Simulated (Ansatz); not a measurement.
# CH₂FNO₂Si: one molecule under many settings, part 2 of 2

Ansatz 0.2.0, Gaussian basis; the settings change from run to run. The steps go on from the part before.

### 7 B3LYP/def2-TZVPP

Set apart from the defaults: a grid of angular degree 23, finite nuclei, relativity set to none.

Input file in.yaml:

```yaml
crystal:
  periodic: [false, false, false]
  atoms:
    - {symbol: O, position_ang: [1.986855, 1.097831, 0.977272]}
    - {symbol: C, position_ang: [0.987347, 0.562360, 0.613655]}
    - {symbol: N, position_ang: [0.566886, -0.768993, 0.556582]}
    - {symbol: Si, position_ang: [-0.694667, 0.207879, -0.042980]}
    - {symbol: O, position_ang: [-1.223704, 0.099183, -1.567627]}
    - {symbol: F, position_ang: [-2.019562, 0.307373, 0.806261]}
    - {symbol: H, position_ang: [1.056851, -1.601878, 0.866192]}
    - {symbol: H, position_ang: [-0.567707, 0.039146, -2.265056]}
basis:
  gaussian: {orbitals: def2-TZVPP, final_grid: {core_spheres: 8, valence_spheres: 7, degree: 23}, nuclear_model: gaussian}
hamiltonian: {xc: {name: B3LYP}, pseudopotentials: {relativity: none}}
output: {forces: true}
```

The run is started by

```sh
$ ansatz run in.yaml --threads 4 --pin off --events-out ev --progress --plain --max-ram 10444MiB
```

Standard output, cut to the lines that bear on the results:

```text
Functional definition: B3LYP
  name "B3LYP"
  cite "Stephens, Devlin, Chabalowski & Frisch, J. Phys. Chem. 98, 11623 (1994) doi:10.1021/j100096a001"
  cite "Becke, Phys. Rev. A 38, 3098 (1988) doi:10.1103/PhysRevA.38.3098"
  cite "Lee, Yang & Parr, Phys. Rev. B 37, 785 (1988) doi:10.1103/PhysRevB.37.785"
  cite "Vosko, Wilk & Nusair, Can. J. Phys. 58, 1200 (1980) doi:10.1139/p80-159"
[...]
1202 factors; their error is unknown
[...]
mean field -17255.57468719 eV, -634.1306735057 hartree, gradient 4.3e-5 eV, S^2 0.000000; 0 other end points of the search recorded, 0 dependent functions left out
[...]
reference -17255.57490304 eV, -634.1306814381 hartree; 27, 27 occupied and 198, 198 virtual orbitals, 1202 factors
Total energy: -17255.57490304 eV, -634.1306814381 hartree
Atom 0 at     1.986855     1.097831     0.977272 Å, force     0.276172     0.144875     0.099705 eV/Å
Atom 1 at     0.987347     0.562360     0.613655 Å, force    -0.065907     0.118352    -0.034017 eV/Å
Atom 2 at     0.566886    -0.768993     0.556582 Å, force     0.010794    -0.288277     0.030791 eV/Å
Atom 3 at    -0.694667     0.207879    -0.042980 Å, force     0.023666     0.048348    -0.018242 eV/Å
Atom 4 at    -1.223704     0.099183    -1.567627 Å, force    -0.031945    -0.011020    -0.169722 eV/Å
Atom 5 at    -2.019562     0.307373     0.806261 Å, force    -0.214029     0.015263     0.144442 eV/Å
Atom 6 at     1.056851    -1.601878     0.866192 Å, force     0.015422    -0.023057     0.010301 eV/Å
Atom 7 at    -0.567707     0.039146    -2.265056 Å, force    -0.014174    -0.004484    -0.063258 eV/Å
Dipole moment:    -0.079337    -0.499413    -0.437281 e Å
```

Run time: 2.9 s. Hardware: 4 threads of Arm Neoverse V1, shared host; peak memory 0.56 GiB.

Largest force 0.327 eV/Å, dipole 3.21 D.

### 8 r2SCAN0/def2-mTZVP

Options: charge +1, multiplicity 2, coordinates scaled by 1.05, a grid of angular degree 23, D3(BJ) with three-body dispersion, high accuracy, the search for lower states set to light.

Input file in.yaml:

```yaml
crystal:
  periodic: [false, false, false]
  atoms:
    - {symbol: O, position_ang: [2.086197, 1.152722, 1.026136]}
    - {symbol: C, position_ang: [1.036714, 0.590478, 0.644338]}
    - {symbol: N, position_ang: [0.595230, -0.807443, 0.584411]}
    - {symbol: Si, position_ang: [-0.729400, 0.218273, -0.045129]}
    - {symbol: O, position_ang: [-1.284889, 0.104142, -1.646008]}
    - {symbol: F, position_ang: [-2.120540, 0.322741, 0.846574]}
    - {symbol: H, position_ang: [1.109694, -1.681972, 0.909502]}
    - {symbol: H, position_ang: [-0.596093, 0.041103, -2.378309]}
basis:
  gaussian: {orbitals: def2-mTZVP, final_grid: {core_spheres: 8, valence_spheres: 7, degree: 23}}
total_charge: 1
magnetization: {spin_polarized: true, initial_magnetization: 1}
hamiltonian: {xc: {name: r2SCAN0}, dispersion: d3bjatm}
accuracy: high
scf: {lower_state_search: light}
```

Launched as before.

Standard output, cut to the lines that bear on the results:

```text
Functional definition: r2SCAN0
  name "r2SCAN0"
  cite "Bursch, Neugebauer, Ehlert & Grimme, J. Chem. Phys. 156, 134105 (2022) doi:10.1063/5.0086040"
  cite "Furness, Kaplan, Ning, Perdew & Sun, J. Phys. Chem. Lett. 11, 8208 (2020) doi:10.1021/acs.jpclett.0c02405"
  cite "Furness, Kaplan, Ning, Perdew & Sun, J. Phys. Chem. Lett. 11, 9248 (2020) doi:10.1021/acs.jpclett.0c03077"
  parent r2scan
[...]
2549 factors; integrals over basis functions are off by at most 1.5e-8 eV
[...]
mean field -17236.92267799 eV, -633.4452248103 hartree, gradient 7.0e-8 eV, S^2 0.768044; 2 other end points of the search recorded, 0 dependent functions left out
reference -17236.92267941 eV, -633.4452248625 hartree; 27, 26 occupied and 106, 107 virtual orbitals, 2549 factors
Total energy: -17236.97240870 eV, -633.4470523803 hartree
```

Run time: 7.5 s. Hardware: 4 threads of Arm Neoverse V1, shared host; peak memory 0.71 GiB.

⟨S²⟩ 0.768.

### 9 B2PLYP/def2-SVPD

Set apart from the defaults: high accuracy, the search for lower states set to off.

Input file in.yaml:

```yaml
crystal:
  periodic: [false, false, false]
  atoms:
    - {symbol: O, position_ang: [1.986855, 1.097831, 0.977272]}
    - {symbol: C, position_ang: [0.987347, 0.562360, 0.613655]}
    - {symbol: N, position_ang: [0.566886, -0.768993, 0.556582]}
    - {symbol: Si, position_ang: [-0.694667, 0.207879, -0.042980]}
    - {symbol: O, position_ang: [-1.223704, 0.099183, -1.567627]}
    - {symbol: F, position_ang: [-2.019562, 0.307373, 0.806261]}
    - {symbol: H, position_ang: [1.056851, -1.601878, 0.866192]}
    - {symbol: H, position_ang: [-0.567707, 0.039146, -2.265056]}
basis:
  gaussian: {orbitals: def2-SVPD}
hamiltonian: {xc: {name: B2PLYP}}
accuracy: high
scf: {lower_state_search: off}
```

Same command.

Standard output, cut to the lines that bear on the results:

```text
Functional definition: B2PLYP
  name "B2PLYP"
  cite "Grimme, J. Chem. Phys. 124, 034108 (2006) doi:10.1063/1.2148954"
  cite "Becke, Phys. Rev. A 38, 3098 (1988) doi:10.1103/PhysRevA.38.3098"
  cite "Lee, Yang & Parr, Phys. Rev. B 37, 785 (1988) doi:10.1103/PhysRevB.37.785"
[...]
2909 factors; integrals over basis functions are off by at most 3.8e-9 eV
[...]
mean field -17221.65634405 eV, -632.8841973859 hartree, gradient 5.9e-8 eV, S^2 0.000000; 0 other end points of the search recorded, 0 dependent functions left out
10 core orbitals not correlated: weight in the atoms' cores, before any rotation towards them, 1.000 or more for the frozen orbitals, at most 0.000 for the correlated occupied ones
reference -17221.65637067 eV, -632.8841983642 hartree; 17, 17 occupied and 122, 122 virtual orbitals, 2909 factors
second order -32.56090739 eV of doubles, -0.00000000 eV of singles
Total energy: -17230.44781566 eV, -633.2072780087 hartree
Checks for a lower state left out: stability, starts, cluster_reference, orbital_swaps, neighbouring_geometries, increment
```

Run time: 6 s. Hardware: 4 threads of Arm Neoverse V1, shared host; peak memory 0.62 GiB.

### 10 LC-wPBE/cc-pVTZ-DK

Set apart from the defaults: charge -1, multiplicity 2, atoms shaken by 0.08 Å.

Input file in.yaml:

```yaml
crystal:
  periodic: [false, false, false]
  atoms:
    - {symbol: O, position_ang: [2.012148, 1.138343, 0.976758]}
    - {symbol: C, position_ang: [1.004975, 0.455264, 0.514328]}
    - {symbol: N, position_ang: [0.598998, -0.714028, 0.544455]}
    - {symbol: Si, position_ang: [-0.610337, 0.214837, -0.105735]}
    - {symbol: O, position_ang: [-1.172499, 0.028442, -1.553437]}
    - {symbol: F, position_ang: [-2.080597, 0.373015, 0.849128]}
    - {symbol: H, position_ang: [1.130704, -1.633939, 0.861954]}
    - {symbol: H, position_ang: [-0.535120, 0.040599, -2.280452]}
basis:
  gaussian: {orbitals: cc-pVTZ-DK}
total_charge: -1
magnetization: {spin_polarized: true, initial_magnetization: 1}
hamiltonian: {xc: {name: LC-wPBE}}
output: {forces: true}
```

The command is unchanged.

Standard output, cut to the lines that bear on the results:

```text
Functional definition: LC-wPBE
  name "LC-wPBE"
  cite "Vydrov & Scuseria, J. Chem. Phys. 125, 234109 (2006) doi:10.1063/1.2409292"
  cite "Heyd & Scuseria, J. Chem. Phys. 120, 7274 (2004) doi:10.1063/1.1668634"
  cite "Ernzerhof & Perdew, J. Chem. Phys. 109, 3313 (1998) doi:10.1063/1.476928"
  cite "Perdew, Burke & Ernzerhof, Phys. Rev. Lett. 77, 3865 (1996) doi:10.1103/PhysRevLett.77.3865"
  parent pbe
[...]
1212 factors; their error is unknown
343 factors; integrals over basis functions are off by at most 2.2e-5 eV
[...]
mean field -17266.42623284 eV, -634.5294604529 hartree, gradient 2.2e-5 eV, S^2 0.755632; 4 other end points of the search recorded, 0 dependent functions left out
[...]
reference -17266.42623285 eV, -634.5294604532 hartree; 28, 27 occupied and 184, 185 virtual orbitals, 1212 factors
Total energy: -17266.42623285 eV, -634.5294604532 hartree
Relativity: scalar
Atom 0 at     2.012148     1.138343     0.976758 Å, force    -2.795569    -2.886944    -1.660093 eV/Å
Atom 1 at     1.004975     0.455264     0.514328 Å, force     7.097829     8.548683     2.874182 eV/Å
Atom 2 at     0.598998    -0.714028     0.544455 Å, force     1.779200    -9.781539     1.676035 eV/Å
Atom 3 at    -0.610337     0.214837    -0.105735 Å, force    -5.021017     5.075166     1.545489 eV/Å
Atom 4 at    -1.172499     0.028442    -1.553437 Å, force    -1.392095    -1.693470    -3.428002 eV/Å
Atom 5 at    -2.080597     0.373015     0.849128 Å, force     1.256640    -1.093775    -0.238831 eV/Å
Atom 6 at     1.130704    -1.633939     0.861954 Å, force    -1.212319     1.809947    -0.352645 eV/Å
Atom 7 at    -0.535120     0.040599    -2.280452 Å, force     0.287329     0.021932    -0.416136 eV/Å
Dipole moment:     0.007950    -0.895097    -0.232515 e Å
```

Run time: 14 s. Hardware: 4 threads of Arm Neoverse V1, shared host; peak memory 0.72 GiB.

Largest force 11.477 eV/Å, ⟨S²⟩ 0.756.

### 11 The runs in one table

| level | charge | multiplicity | geometry | functions | energy (eV) | time |
| --- | --- | --- | --- | --- | --- | --- |
| wB97X/def2-TZVP | 0 | 1 | relaxed | 204 | -17252.535 | 17 s |
| wB97X-V/def2-mTZVP | 0 | 1 | shaken | 133 | -17249.359 | 5.5 s |
| r2SCAN50/cc-pVTZ-DK | 0 | 1 | relaxed | 212 | -17269.317 | 3.1 s |
| PBE0-DH/x2c-TZVPPall | 0 | 1 | relaxed | 225 | -17264.149 | 25 s |
| SPW92/cc-pVTZ-DK | 0 | 3 | shaken | 212 | -17172.595 | 12 s |
| B3LYP/def2-TZVPP | 0 | 1 | relaxed | 225 | -17255.575 | 2.9 s |
| r2SCAN0/def2-mTZVP | 1 | 2 | scaled | 133 | -17236.972 | 7.5 s |
| B2PLYP/def2-SVPD | 0 | 1 | relaxed | 149 | -17230.448 | 6 s |
| LC-wPBE/cc-pVTZ-DK | -1 | 2 | shaken | 212 | -17266.426 | 14 s |

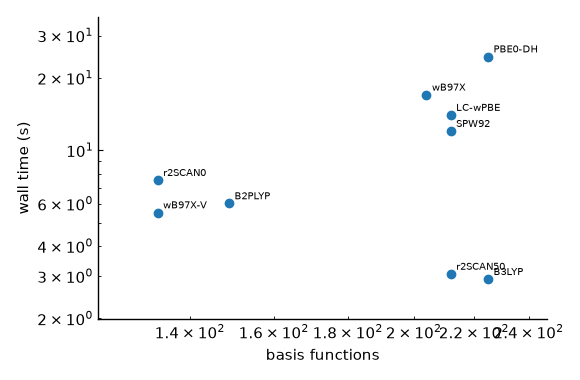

Wall time against the number of basis functions (shared host).

### 12 Results

What follows sums up all 2 parts.

| quantity | value |
| --- | --- |
| runs | 9 |
| quickest | B3LYP/def2-TZVPP, 2.9 s |
| slowest | PBE0-DH/x2c-TZVPPall, 25 s |
| spread of total energies, same state and geometry | 38.9 eV |
| dipole, same state and geometry | 3.21 to 3.34 D |

What this shows: Run time spans a factor of 8, from B3LYP/def2-TZVPP to PBE0-DH/x2c-TZVPPall. The jobs differ in tasks and options as well as level. Total energies at one charge and spin differ by 39 eV between levels, so only differences within one level mean anything. Some of these runs are scalar-relativistic and others not, which shifts the totals of all-electron atoms past neon by several eV an atom and more; core potentials, where a basis has them, take the core out of the total altogether. At the PBE0-D4/def2-TZVP geometry and in the same state, the sound runs without point charges leave forces up to 1.21 eV/Å (r2SCAN50/cc-pVTZ-DK), against 3.6 eV/Å where the atoms were moved. At that geometry and state the dipole changes by 4 % between the lowest and highest value.
